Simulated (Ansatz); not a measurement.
# Single-point calculation, with input and output: C4H4F2

C4H4F2, computed with RKS B2PLYP (frozen core)/def2-TZVPP (Ansatz 0.2.0).

The geometry comes from this level: PBE0-D4/def2-TZVP.

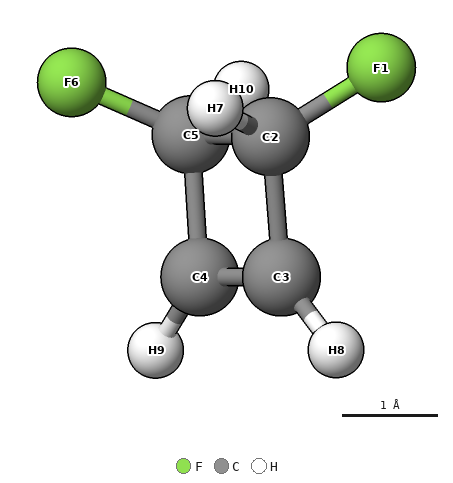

Figure 1. The input geometry (ball-and-stick view, seen at a tilt; atoms are numbered from 1 in the order of the input). Bond lengths as drawn: C–C 1.33 to 1.55 Å, C–F 1.37 Å and C–H 1.08 to 1.09 Å.

Key numbers

| quantity | value |
| --- | --- |
| outcome | converged |
| total energy | −9642.3885 eV |
| mean-field energy | −9632.4270 eV |
| SCF solution under orbital rotations | stable |
| hardware | 4 threads of Arm Neoverse V2, 23 GiB of memory available, shared host |
| wall time | 4.8 s (CPU time 18 s) |
| peak memory | 0.65 GiB |

Input
```yaml
crystal:
  periodic: [false, false, false]
  atoms:
    - {symbol: F, position_ang: [-0.887891, -0.219687, 1.893252]}
    - {symbol: C, position_ang: [-0.772902, -0.087098, 0.530035]}
    - {symbol: C, position_ang: [0.002364, -1.148117, -0.194609]}
    - {symbol: C, position_ang: [0.836172, -0.275583, -0.765188]}
    - {symbol: C, position_ang: [0.316358, 0.890543, 0.023388]}
    - {symbol: F, position_ang: [-0.124709, 1.979361, -0.690128]}
    - {symbol: H, position_ang: [-1.761800, 0.138297, 0.123003]}
    - {symbol: H, position_ang: [-0.106349, -2.224420, -0.229906]}
    - {symbol: H, position_ang: [1.615023, -0.351717, -1.512910]}
    - {symbol: H, position_ang: [0.966731, 1.247320, 0.825960]}
basis:
  gaussian: {orbitals: def2-TZVPP}
hamiltonian: {xc: {name: B2PLYP}}
```

Command:
```bash
ansatz run in.yaml --threads 4 --pin off --events-out ev --progress --plain --max-ram 10444MiB
```

The program's output
```
Functional definition: B2PLYP
  name "B2PLYP"
  cite "Grimme, J. Chem. Phys. 124, 034108 (2006) doi:10.1063/1.2148954"
  cite "Becke, Phys. Rev. A 38, 3098 (1988) doi:10.1103/PhysRevA.38.3098"
  cite "Lee, Yang & Parr, Phys. Rev. B 37, 785 (1988) doi:10.1103/PhysRevB.37.785"
  parameter a = 0.53
  parameter c = 0.27
  exchange = (1 - a)*b88_x + a*exact_x
  correlation = (1 - c)*lyp_c + c*(mp2_os + mp2_ss)
1505 factors; integrals over basis functions are off by at most 9.8e-4 eV
mean field evaluation 1: about -9628.6835 eV, gradient 4.2e1 eV
mean field evaluation 2: about -9628.8497 eV, gradient 4.2e1 eV
mean field evaluation 4: about -9632.4089 eV, gradient 2.4e0 eV
mean field evaluation 8: about -9632.4267 eV, gradient 3.8e-1 eV
mean field evaluation 16: about -9632.4269 eV, gradient 4.6e-5 eV
mean field -9632.42689233 eV, -353.9851591998 hartree, gradient 6.1e-7 eV, S^2 0.000000; 0 other end points of the search recorded, 0 dependent functions left out
6 core orbitals not correlated: weight in the atoms' cores, before any rotation towards them, 1.000 or more for the frozen orbitals, at most 0.000 for the correlated occupied ones
reference -9632.42703858 eV, -353.9851645744 hartree; 17, 17 occupied and 219, 219 virtual orbitals, 1505 factors
second order -36.89415108 eV of doubles, -0.00000000 eV of singles
Total energy: -9642.38845938 eV, -354.3512400365 hartree
```
